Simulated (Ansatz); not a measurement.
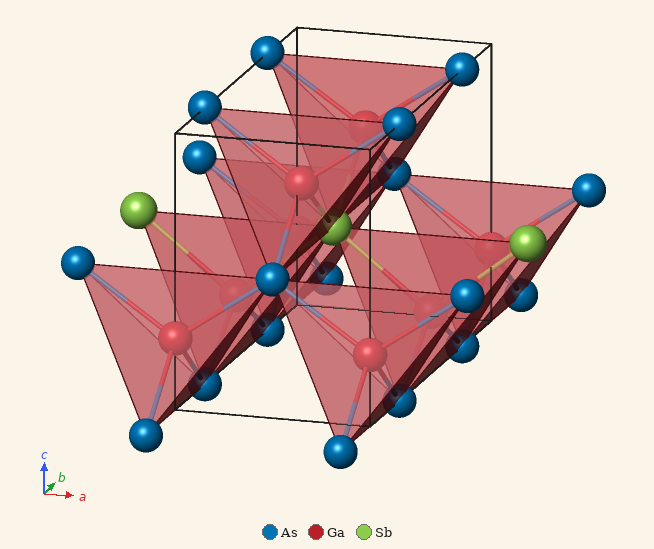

An orthographic polyhedral view of the structure, slightly off an axis. The conventional unit cell is outlined; an atom on or near a face, edge or corner is repeated at each equivalent position. Some neighbours outside the box are added.

Ga₄SbAs₃, space group Pmm2 (No. 25), a = 4.094 Å, b = 8.187 Å, c = 5.773 Å, α = 90.00°, β = 90.00°, γ = 90.00°. The model was built from a structure type filled with these elements by a generator (whether the compound takes this form wasn't checked). Earlier steps of the study, as a rule a relaxation of our own, may have changed the cell and positions, so they can lie some per cent off the listed ones. Ansatz was used for an electronic-structure calculation on it.

This one geometry was computed with Ansatz (DFT, plane waves, PAW) at three levels of theory: PBE with spin-orbit coupling, r2SCAN and HSE06. It was relaxed beforehand with r2SCAN.

### Which level gives the highest pressure at this volume, and what does that say about its equilibrium volume?

Highest: PBE with spin-orbit coupling (2.6 GPa), which points to the largest equilibrium volume. Lowest, with the smallest volume: r2SCAN (0.0 GPa). Levels within 0.5 GPa of each other can't be told apart.

### How does the band gap change with the level of theory?

PBE with spin-orbit coupling: a gap of 0.05 eV, direct; r2SCAN: a gap of 0.48 eV, direct; HSE06: a gap of 0.87 eV, direct.

### Collect the results in a table.

| level | cutoff (eV) | k-mesh of the run's cell | gap (eV) | pressure (GPa) |
| --- | --- | --- | --- | --- |
| PBE with spin-orbit coupling | 420 | 6×4×4 | 0.05 | 2.6 |
| r2SCAN | 500 | 6×4×4 | 0.48 | 0.0 |
| HSE06 | 420 | 4×2×4 | 0.87 | 0.5 |

Gaps are taken on the k-mesh or band path of each run.
